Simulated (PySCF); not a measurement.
Run report: SiH3O (charge −1), saddle-point search (part 2 of 2)

Continued. System: SiH3O, charge −1. Method: HF/ADZP, RHF (PySCF 2.14.0). 

Geometry of the input (Å):
```
O  -1.4442  0.2714  0.7001
Si -0.0827  0.0156  0.0398
H  -0.1044  -0.2474  -1.4526
H  0.6978  -1.1746  0.5614
H  -0.2492  1.6345  0.8527
```

**Log, continued**
```
Geometry optimization cycle 12
Cartesian coordinates (Angstrom)
 Atom        New coordinates             dX        dY        dZ
   O  -1.420381   0.462573   0.778751    0.001730  0.001994  0.000227
  Si   0.003828   0.087269   0.038541    0.001214  0.001279  0.000102
   H  -0.088809  -0.258614  -1.446885   -0.000387  0.000016  0.000535
   H   0.703525  -1.174331   0.542117   -0.000601  0.000274 -0.000007
   H  -0.380810   1.382565   0.788921   -0.001957 -0.003563 -0.000857
converged SCF energy = -365.455946677001
--------------- DFRHF_Scanner gradients ---------------
         x                y                z
0 O     0.0032958413    -0.0021284315    -0.0022998514
1 Si    -0.0081466446     0.0053029225     0.0056674042
2 H     0.0007105279     0.0003709045     0.0002144545
3 H     0.0005280628     0.0005926615    -0.0002517728
4 H     0.0036122126    -0.0041380569    -0.0033302344
----------------------------------------------
cycle 12: E = -365.455946677  dE = 1.9214e-05  norm(grad) = 0.0137817
Step   11 : Displace = 2.386e-03/4.109e-03 (rms/max) Trust = 2.374e-03 (x) Grad = 6.163e-03/1.125e-02 (rms/max) E (change) = -365.4559466770 (-1.214e-05) Quality = 0.465
Hessian Eigenvalues:  -5.032e-01 -2.967e-07 -1.433e-08  3.771e-09  1.957e-08  3.415e-08  2.277e-07
 3.970e-02  1.016e-01  1.268e-01  1.578e-01  1.680e-01    .....    1.870e-01  4.259e-01  4.621e-01

Geometry optimization cycle 13
Cartesian coordinates (Angstrom)
 Atom        New coordinates             dX        dY        dZ
   O  -1.421349   0.461770   0.778767   -0.000968 -0.000803  0.000015
  Si   0.003294   0.086596   0.038444   -0.000534 -0.000674 -0.000097
   H  -0.088560  -0.258625  -1.447173    0.000249 -0.000011 -0.000288
   H   0.703880  -1.174466   0.542097    0.000355 -0.000135 -0.000020
   H  -0.379912   1.384187   0.789311    0.000898  0.001622  0.000390
converged SCF energy = -365.455957963585
--------------- DFRHF_Scanner gradients ---------------
         x                y                z
0 O     0.0032909285    -0.0015805654    -0.0020452236
1 Si    -0.0072093124     0.0044975092     0.0049225416
2 H     0.0006444871     0.0003268955     0.0001955344
3 H     0.0004765865     0.0005318559    -0.0002342185
4 H     0.0027973103    -0.0037756951    -0.0028386340
----------------------------------------------
cycle 13: E = -365.455957964  dE = -1.12866e-05  norm(grad) = 0.0120502
Step   12 : Displace = 1.114e-03/1.919e-03 (rms/max) Trust = 1.187e-03 (-) Grad = 5.389e-03/9.820e-03 (rms/max) E (change) = -365.4559579636 (-1.129e-05) Quality = 0.999
Hessian Eigenvalues:  -5.067e-01 -2.966e-07 -1.308e-08  4.090e-09  2.596e-08  1.735e-07  2.277e-07
 3.970e-02  1.017e-01  1.268e-01  1.578e-01  1.681e-01    .....    1.866e-01  4.233e-01  4.692e-01

Geometry optimization cycle 14
Cartesian coordinates (Angstrom)
 Atom        New coordinates             dX        dY        dZ
   O  -1.422781   0.460597   0.778797   -0.001432 -0.001173  0.000030
  Si   0.002616   0.085649   0.038279   -0.000677 -0.000947 -0.000165
   H  -0.088228  -0.258656  -1.447601    0.000332 -0.000031 -0.000428
   H   0.704375  -1.174688   0.542079    0.000494 -0.000222 -0.000018
   H  -0.378629   1.386560   0.789892    0.001283  0.002373  0.000581
converged SCF energy = -365.455976902542
--------------- DFRHF_Scanner gradients ---------------
         x                y                z
0 O     0.0032040489    -0.0007983499    -0.0016498538
1 Si    -0.0057963605     0.0033321768     0.0038223695
2 H     0.0005444368     0.0002609542     0.0001662029
3 H     0.0003991242     0.0004398429    -0.0002068968
4 H     0.0016487507    -0.0032346240    -0.0021318218
----------------------------------------------
cycle 14: E = -365.455976903  dE = -1.8939e-05  norm(grad) = 0.00956298
Step   13 : Displace = 1.613e-03/2.792e-03 (rms/max) Trust = 1.679e-03 (+) Grad = 4.277e-03/7.701e-03 (rms/max) E (change) = -365.4559769025 (-1.894e-05) Quality = 1.000
Hessian Eigenvalues:  -5.071e-01 -2.966e-07 -1.287e-08  4.122e-09  2.622e-08  2.276e-07  4.832e-07
 3.970e-02  1.017e-01  1.268e-01  1.578e-01  1.681e-01    .....    1.865e-01  4.225e-01  4.710e-01

Geometry optimization cycle 15
Cartesian coordinates (Angstrom)
 Atom        New coordinates             dX        dY        dZ
   O  -1.424811   0.458833   0.778796   -0.002030 -0.001764 -0.000000
  Si   0.002037   0.084390   0.037936   -0.000579 -0.001258 -0.000343
   H  -0.087891  -0.258840  -1.448268    0.000337 -0.000185 -0.000667
   H   0.704968  -1.175184   0.542061    0.000593 -0.000495 -0.000018
   H  -0.376950   1.390262   0.790920    0.001680  0.003702  0.001028
converged SCF energy = -365.456009777806
--------------- DFRHF_Scanner gradients ---------------
         x                y                z
0 O     0.0028356950     0.0002183734    -0.0010341287
1 Si    -0.0036283011     0.0016301895     0.0021746894
2 H     0.0003846848     0.0001572574     0.0001156666
3 H     0.0002777429     0.0002917284    -0.0001608186
4 H     0.0001301784    -0.0022975488    -0.0010954087
----------------------------------------------
cycle 15: E = -365.456009778  dE = -3.28753e-05  norm(grad) = 0.00604809
Step   14 : Displace = 2.368e-03/4.222e-03 (rms/max) Trust = 2.374e-03 (+) Grad = 2.705e-03/4.533e-03 (rms/max) E (change) = -365.4560097778 (-3.288e-05) Quality = 0.999
Hessian Eigenvalues:  -5.183e-01 -2.966e-07 -1.287e-08  4.122e-09  2.622e-08  2.276e-07  4.870e-07
 3.970e-02  1.018e-01  1.268e-01  1.578e-01  1.680e-01    .....    1.856e-01  4.216e-01  4.851e-01

Geometry optimization cycle 16
Cartesian coordinates (Angstrom)
 Atom        New coordinates             dX        dY        dZ
   O  -1.426480   0.456617   0.778476   -0.001669 -0.002216 -0.000320
  Si   0.003812   0.083777   0.036992    0.001776 -0.000613 -0.000944
   H  -0.088428  -0.259897  -1.449229   -0.000536 -0.001056 -0.000961
   H   0.704804  -1.176788   0.542073   -0.000164 -0.001604  0.000012
   H  -0.376356   1.395752   0.793133    0.000593  0.005490  0.002214
converged SCF energy = -365.456044629239
--------------- DFRHF_Scanner gradients ---------------
         x                y                z
0 O     0.0011697148     0.0005229644    -0.0002289076
1 Si    -0.0007554037    -0.0002352225     0.0001771009
2 H     0.0001323901     0.0000049778     0.0000160316
3 H     0.0000986130     0.0000528461    -0.0000737803
4 H    -0.0006453142    -0.0003455658     0.0001095553
----------------------------------------------
cycle 16: E = -365.456044629  dE = -3.48514e-05  norm(grad) = 0.0017132
Step   15 : Displace = 3.240e-03/5.925e-03 (rms/max) Trust = 3.357e-03 (+) Grad = 7.662e-04/1.302e-03 (rms/max) E (change) = -365.4560446292 (-3.485e-05) Quality = 0.976
Hessian Eigenvalues:  -5.643e-01 -2.966e-07 -1.287e-08  4.122e-09  2.622e-08  2.276e-07  4.957e-07
 3.970e-02  1.026e-01  1.268e-01  1.578e-01  1.651e-01    .....    1.752e-01  4.184e-01  5.616e-01

Geometry optimization cycle 17
Cartesian coordinates (Angstrom)
 Atom        New coordinates             dX        dY        dZ
   O  -1.426257   0.456038   0.778210    0.000223 -0.000579 -0.000266
  Si   0.005970   0.084613   0.036623    0.002158  0.000836 -0.000369
   H  -0.089432  -0.259926  -1.449340   -0.001004 -0.000030 -0.000111
   H   0.704026  -1.177368   0.542615   -0.000778 -0.000580  0.000542
   H  -0.376955   1.396105   0.793337   -0.000599  0.000352  0.000204
converged SCF energy = -365.456046586268
--------------- DFRHF_Scanner gradients ---------------
         x                y                z
0 O     0.0001446168     0.0000124314    -0.0000526691
1 Si    -0.0001146988    -0.0000387396     0.0000240465
2 H     0.0000132087    -0.0000128286    -0.0000119242
3 H     0.0000145956    -0.0000124650    -0.0000090396
4 H    -0.0000577223     0.0000516017     0.0000495863
----------------------------------------------
cycle 17: E = -365.456046586  dE = -1.95703e-06  norm(grad) = 0.000220141
Step   16 : Displace = 1.320e-03/2.350e-03 (rms/max) Trust = 4.748e-03 (+) Grad = 9.845e-05/1.544e-04 (rms/max) E (change) = -365.4560465863 (-1.957e-06) Quality = 0.891
Hessian Eigenvalues:  -5.573e-01 -2.966e-07 -1.288e-08  4.120e-09  2.621e-08  2.276e-07  4.471e-07
 3.962e-02  1.006e-01  1.268e-01  1.453e-01  1.578e-01    .....    1.702e-01  4.115e-01  5.597e-01

Geometry optimization cycle 18
Cartesian coordinates (Angstrom)
 Atom        New coordinates             dX        dY        dZ
   O  -1.426253   0.455969   0.778207    0.000004 -0.000070 -0.000004
  Si   0.006318   0.084737   0.036580    0.000347  0.000123 -0.000043
   H  -0.089626  -0.259722  -1.449316   -0.000194  0.000204  0.000025
   H   0.703897  -1.177341   0.542827   -0.000129  0.000027  0.000212
   H  -0.376983   1.395820   0.793147   -0.000028 -0.000285 -0.000191
converged SCF energy = -365.456046653052
--------------- DFRHF_Scanner gradients ---------------
         x                y                z
0 O    -0.0000218582    -0.0000409225    -0.0000099535
1 Si    -0.0000116030     0.0000436780     0.0000252507
2 H    -0.0000070232     0.0000009425    -0.0000020435
3 H    -0.0000041424    -0.0000028421     0.0000054085
4 H     0.0000446268    -0.0000008560    -0.0000186622
----------------------------------------------
cycle 18: E = -365.456046653  dE = -6.67843e-08  norm(grad) = 8.59124e-05
```

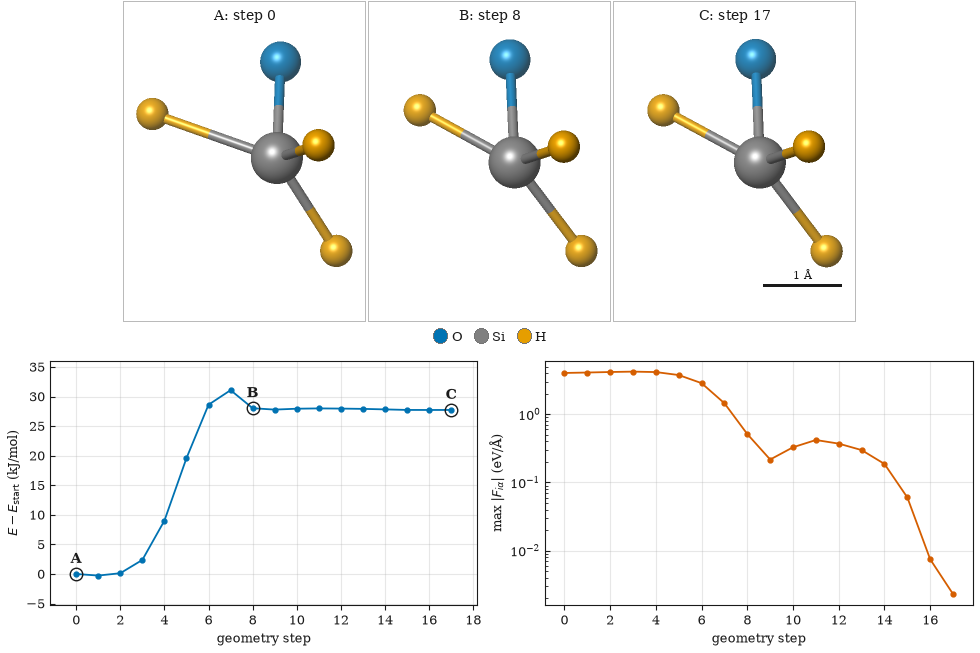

Figure 1. Frames of the saddle-point search (ball-and-stick view, seen at a tilt) above the curves, on which the letters mark them (steps are counted from 0).

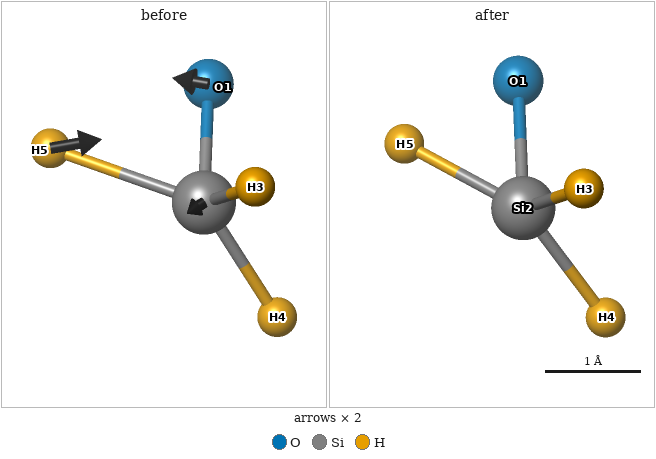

Figure 2. Before (left) and after (right) the saddle-point search, at one scale (ball-and-stick view, seen at a tilt). The black arrows give the displacements, magnified 2 times. After 17 geometry steps the energy has risen by 27.7 kJ/mol. The largest force component goes from 4 to 0.0023 eV/Å. The atom that moves furthest after the best rigid fit is H5 (0.28 Å). Largest moves by element: H 0.28 Å, O 0.20 Å, Si 0.11 Å. Among the contacts that change: Si2–H5 1.819 → 1.561 Å, O1–Si2 1.535 → 1.655 Å, Si2–H3 1.516 → 1.528 Å. Among the angles that change: O1–Si2–H5 65.1° → 51.8°, H3–Si2–H5 126.4° → 130.2°, H3–Si2–H4 102.1° → 99.5°. (Atoms are counted from 1 in the order of the input.)

```
Step   17 : Displace = 2.840e-04/3.705e-04 (rms/max) Trust = 6.715e-03 (+) Grad = 3.842e-05/5.177e-05 (rms/max) E (change) = -365.4560466531 (-6.678e-08) Quality = 0.907
Hessian Eigenvalues:  -5.573e-01 -2.966e-07 -1.288e-08  4.120e-09  2.621e-08  2.276e-07  4.471e-07
 3.962e-02  1.006e-01  1.268e-01  1.453e-01  1.578e-01    .....    1.702e-01  4.115e-01  5.597e-01
Converged! =D

converged: True
O          -1.42625304        0.45596859        0.77820666
Si          0.00631757        0.08473655        0.03658049
H          -0.08962620       -0.25972194       -1.44931555
H           0.70389747       -1.17734093        0.54282726
H          -0.37698342        1.39581963        0.79314664
converged SCF energy = -365.456046653147
E(HF) = -365.456046653
```

**Trajectory as extended XYZ (Å, eV, eV/Å), 18 frames, from step=0 to step=17**
```
5
Properties=species:S:1:pos:R:3:forces:R:3 step=0 energy=-9944.85299
O    -1.4442    0.2714    0.7001   -4.0366  -1.8411   0.7578
Si   -0.0827    0.0156    0.0398   -0.1678   2.0318   1.0118
H    -0.1044   -0.2474   -1.4526    0.5983   0.3072  -0.1956
H     0.6978   -1.1746    0.5614    0.6530   0.2439  -0.0544
H    -0.2492    1.6345    0.8527    2.9531  -0.7418  -1.5196
5
Properties=species:S:1:pos:R:3:forces:R:3 step=1 energy=-9944.85574
O    -1.4437    0.2814    0.7045   -4.0976  -1.8557   0.7753
Si   -0.0841    0.0169    0.0410   -0.0661   2.0383   0.9742
H    -0.1021   -0.2447   -1.4518    0.5653   0.2792  -0.1922
H     0.6999   -1.1715    0.5616    0.6182   0.2178  -0.0556
H    -0.2526    1.6173    0.8462    2.9803  -0.6796  -1.5017
5
Properties=species:S:1:pos:R:3:forces:R:3 step=2 energy=-9944.85163
O    -1.4426    0.2961    0.7109   -4.1697  -1.8664   0.7991
Si   -0.0857    0.0188    0.0425    0.0786   2.0291   0.9120
H    -0.0989   -0.2411   -1.4508    0.5165   0.2388  -0.1871
H     0.7027   -1.1675    0.5617    0.5671   0.1800  -0.0566
H    -0.2581    1.5931    0.8372    3.0074  -0.5815  -1.4673
5
Properties=species:S:1:pos:R:3:forces:R:3 step=3 energy=-9944.82834
O    -1.4406    0.3180    0.7201   -4.2240  -1.8571   0.8251
Si   -0.0871    0.0215    0.0443    0.2799   1.9782   0.8078
H    -0.0943   -0.2369   -1.4497    0.4420   0.1798  -0.1786
H     0.7068   -1.1625    0.5613    0.4892   0.1247  -0.0567
H    -0.2673    1.5594    0.8254    3.0129  -0.4255  -1.3976
5
Properties=species:S:1:pos:R:3:forces:R:3 step=4 energy=-9944.75957
O    -1.4364    0.3514    0.7338   -4.1612  -1.7701   0.8402
Si   -0.0867    0.0254    0.0459    0.5596   1.8201   0.6226
H    -0.0878   -0.2332   -1.4487    0.3235   0.0935  -0.1619
H     0.7122   -1.1576    0.5595    0.3657   0.0440  -0.0531
H    -0.2840    1.5135    0.8109    2.9123  -0.1876  -1.2478
5
Properties=species:S:1:pos:R:3:forces:R:3 step=5 energy=-9944.65006
O    -1.4302    0.3910    0.7496   -3.7624  -1.5163   0.7986
Si   -0.0809    0.0306    0.0461    0.8354   1.5204   0.3732
H    -0.0812   -0.2334   -1.4490    0.1741  -0.0003  -0.1332
H     0.7175   -1.1560    0.5557    0.2095  -0.0423  -0.0420
H    -0.3078    1.4672    0.7991    2.5434   0.0385  -0.9966
5
Properties=species:S:1:pos:R:3:forces:R:3 step=6 energy=-9944.55648
O    -1.4237    0.4283    0.7641   -2.8611  -1.0484   0.6559
Si   -0.0659    0.0388    0.0438    0.9823   1.1168   0.1270
H    -0.0772   -0.2389   -1.4506    0.0283  -0.0731  -0.0928
H     0.7200   -1.1599    0.5504    0.0549  -0.1051  -0.0242
H    -0.3358    1.4312    0.7937    1.7956   0.1099  -0.6658
5
Properties=species:S:1:pos:R:3:forces:R:3 step=7 energy=-9944.53095
O    -1.4170    0.4582    0.7753   -1.4495  -0.3355   0.4230
Si   -0.0360    0.0545    0.0392    0.9518   0.5808  -0.1095
H    -0.0794   -0.2498   -1.4524   -0.0785  -0.1058  -0.0463
H     0.7164   -1.1692    0.5452   -0.0625  -0.1255  -0.0051
H    -0.3667    1.4058    0.7942    0.6386  -0.0140  -0.2621
5
Properties=species:S:1:pos:R:3:forces:R:3 step=8 energy=-9944.56259
O    -1.4185    0.4644    0.7788   -0.1530   0.1709   0.1400
Si    0.0052    0.0887    0.0387    0.5121  -0.3587  -0.3682
H    -0.0893   -0.2587   -1.4463   -0.0442  -0.0239  -0.0127
H     0.7028   -1.1741    0.5421   -0.0333  -0.0370   0.0149
H    -0.3828    1.3791    0.7881   -0.2815   0.2487   0.2260
5
Properties=species:S:1:pos:R:3:forces:R:3 step=9 energy=-9944.56501
O    -1.4250    0.4559    0.7776   -0.2166  -0.0427   0.0667
Si    0.0015    0.0850    0.0385    0.1463  -0.0629  -0.0870
H    -0.0881   -0.2596   -1.4482   -0.0052   0.0067   0.0001
H     0.7045   -1.1760    0.5416   -0.0024   0.0032   0.0073
H    -0.3756    1.3942    0.7920    0.0779   0.0958   0.0129
5
Properties=species:S:1:pos:R:3:forces:R:3 step=10 energy=-9944.56344
O    -1.4221    0.4606    0.7785   -0.1876   0.0513   0.0987
Si    0.0026    0.0860    0.0384    0.3278  -0.1907  -0.2173
H    -0.0884   -0.2586   -1.4474   -0.0279  -0.0135  -0.0090
H     0.7041   -1.1746    0.5421   -0.0202  -0.0230   0.0107
H    -0.3789    1.3861    0.7898   -0.0922   0.1759   0.1170
5
Properties=species:S:1:pos:R:3:forces:R:3 step=11 energy=-9944.56292
O    -1.4204    0.4626    0.7788   -0.1695   0.1094   0.1183
Si    0.0038    0.0873    0.0385    0.4189  -0.2727  -0.2914
H    -0.0888   -0.2586   -1.4469   -0.0365  -0.0191  -0.0110
H     0.7035   -1.1743    0.5421   -0.0272  -0.0305   0.0129
H    -0.3808    1.3826    0.7889   -0.1857   0.2128   0.1712
5
Properties=species:S:1:pos:R:3:forces:R:3 step=12 energy=-9944.56323
O    -1.4213    0.4618    0.7788   -0.1692   0.0813   0.1052
Si    0.0033    0.0866    0.0384    0.3707  -0.2313  -0.2531
H    -0.0886   -0.2586   -1.4472   -0.0331  -0.0168  -0.0101
H     0.7039   -1.1745    0.5421   -0.0245  -0.0273   0.0120
H    -0.3799    1.3842    0.7893   -0.1438   0.1942   0.1460
5
Properties=species:S:1:pos:R:3:forces:R:3 step=13 energy=-9944.56374
O    -1.4228    0.4606    0.7788   -0.1648   0.0411   0.0848
Si    0.0026    0.0856    0.0383    0.2981  -0.1713  -0.1966
H    -0.0882   -0.2587   -1.4476   -0.0280  -0.0134  -0.0085
H     0.7044   -1.1747    0.5421   -0.0205  -0.0226   0.0106
H    -0.3786    1.3866    0.7899   -0.0848   0.1663   0.1096
5
Properties=species:S:1:pos:R:3:forces:R:3 step=14 energy=-9944.56464
O    -1.4248    0.4588    0.7788   -0.1458  -0.0112   0.0532
Si    0.0020    0.0844    0.0379    0.1866  -0.0838  -0.1118
H    -0.0879   -0.2588   -1.4483   -0.0198  -0.0081  -0.0059
H     0.7050   -1.1752    0.5421   -0.0143  -0.0150   0.0083
H    -0.3770    1.3903    0.7909   -0.0067   0.1181   0.0563
5
Properties=species:S:1:pos:R:3:forces:R:3 step=15 energy=-9944.56559
O    -1.4265    0.4566    0.7785   -0.0601  -0.0269   0.0118
Si    0.0038    0.0838    0.0370    0.0388   0.0121  -0.0091
H    -0.0884   -0.2599   -1.4492   -0.0068  -0.0003  -0.0008
H     0.7048   -1.1768    0.5421   -0.0051  -0.0027   0.0038
H    -0.3764    1.3958    0.7931    0.0332   0.0178  -0.0056
5
Properties=species:S:1:pos:R:3:forces:R:3 step=16 energy=-9944.56564
O    -1.4263    0.4560    0.7782   -0.0074  -0.0006   0.0027
Si    0.0060    0.0846    0.0366    0.0059   0.0020  -0.0012
H    -0.0894   -0.2599   -1.4493   -0.0007   0.0007   0.0006
H     0.7040   -1.1774    0.5426   -0.0008   0.0006   0.0005
H    -0.3770    1.3961    0.7933    0.0030  -0.0027  -0.0026
5
Properties=species:S:1:pos:R:3:forces:R:3 step=17 energy=-9944.56564
O    -1.4263    0.4560    0.7782    0.0011   0.0021   0.0005
Si    0.0063    0.0847    0.0366    0.0006  -0.0022  -0.0013
H    -0.0896   -0.2597   -1.4493    0.0004   0.0000   0.0001
H     0.7039   -1.1773    0.5428    0.0002   0.0001  -0.0003
H    -0.3770    1.3958    0.7931   -0.0023   0.0000   0.0010
```

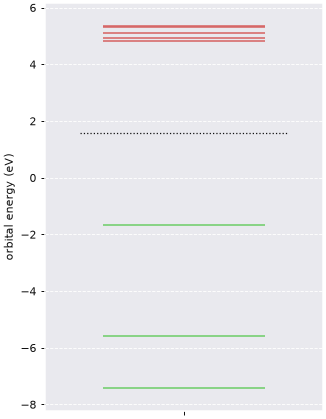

Figure 3. Orbital energies near the frontier; the dotted line parts filled from empty levels, and levels within 0.02 eV of each other stand side by side. Highest filled −1.67 eV, lowest empty 4.83 eV, 6.50 eV apart.

**Summary**

```csv
quantity,value
outcome,converged
total energy,−365.456047 hartree
basis functions,84
HOMO,−1.67 eV
LUMO,4.83 eV
wall time,51 s
peak memory,0.42 GiB
```

**Notes**

The record of the run, not the program, notes: dipole of an ion depends on the origin.
